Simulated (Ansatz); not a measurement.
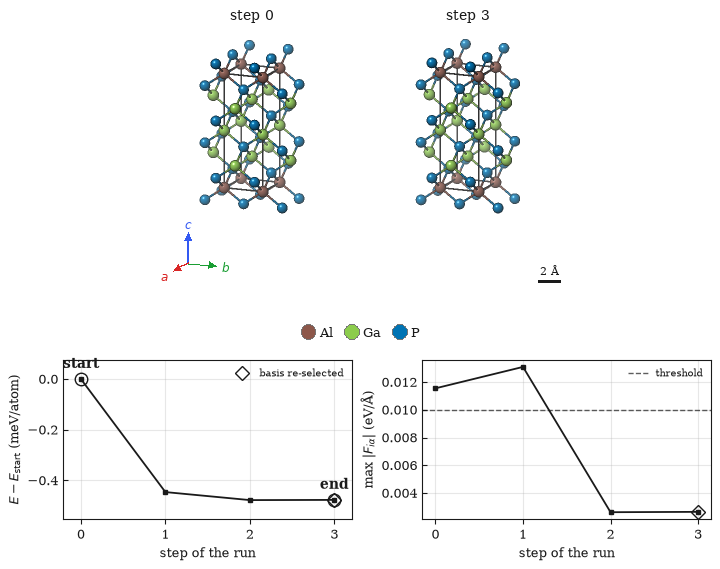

First and last geometry of a relaxation of crystalline AlGa₃P₄ (a generated structure, set up in P-4m2), with the history of the run. Style: ball-and-stick. Shown: the cell of the calculation, slightly off an axis.

All numbers below come from DFT PBE, scalar-relativistic, plane waves, PAW (Ansatz 0.2.0).

Input file:
```yaml
crystal:
  lattice:
    - [3.9129480295, 0.0, 0.0]
    - [0.0, 3.9129480295, 0.0]
    - [0.0, 0.0, 10.9207787734]
  atoms:
    - { symbol: Al, position: [0.0, 0.0, 0.0] }
    - { symbol: Ga, position: [0.5, 0.5, 0.2499925147] }
    - { symbol: Ga, position: [0.0, 0.0, 0.5] }
    - { symbol: Ga, position: [0.5, 0.5, 0.7500074853] }
    - { symbol: P, position: [0.5, 0.0, 0.1242891811] }
    - { symbol: P, position: [0.0, 0.5, 0.3750536667] }
    - { symbol: P, position: [0.5, 0.0, 0.6249463333] }
    - { symbol: P, position: [0.0, 0.5, 0.8757108189] }
basis:
  ecutwfc: 420
kpoints:
  mp_grid: { grid: [8, 8, 4] }
hamiltonian:
  xc: pbe
scf:
  occupations: { method: gaussian, width: 0.02 }
output:
  forces: true
  stress: true
  eigenvalues: true
  write_density: true
  write_potential: true
  elf: true
  volumetric_format: npy
relax:
  adjacent_minimum: "off"
  f_tol: 0.01
  max_steps: 80
  cell: { stress_tol: 0.05 }
```

Command:
```bash
ansatz run input.yaml --threads 1 --pin off --max-ram 2560MiB --backend cpu --events-out ev --progress --plain --runs-dir out
```

**What do the curves and the structures tell?**

It converged. No atom moves by more than 0.005 Å relative to the cell. Cell: a = b 3.913 → 3.896 Å (−0.4 %), c 10.921 → 11.007 Å (+0.8 %). Volume −0.1 %. The space group stays P-4m2 (No. 115). Over 2 accepted moves (3 points after the start) the energy falls by 0.5 meV per atom. The largest force component goes from 0.012 to 0.0026 eV/Å. The pressure goes from −0.10 to −0.01 GPa. At 1 point the geometry stayed and the basis and grid were re-selected for the new cell (energy shift of less than 0.05 meV per atom at most each time). The run took 3.9 min on 1 thread of Intel(R) Xeon(R) Processor @ 2.50GHz (Skylake/Cascade Lake) (shared host), peak memory 0.55 GiB.

```
step  E − E(0), meV/atom  largest force component, eV/Å  pressure, GPa  volume, Å³/atom                      note
   0                0.00                         0.0115          -0.10           20.901                          
   1               -0.45                         0.0131          -0.03           20.885                          
   2               -0.48                         0.0026          -0.01           20.880                          
   3               -0.48                         0.0026          -0.01           20.880  same geometry, new basis
```
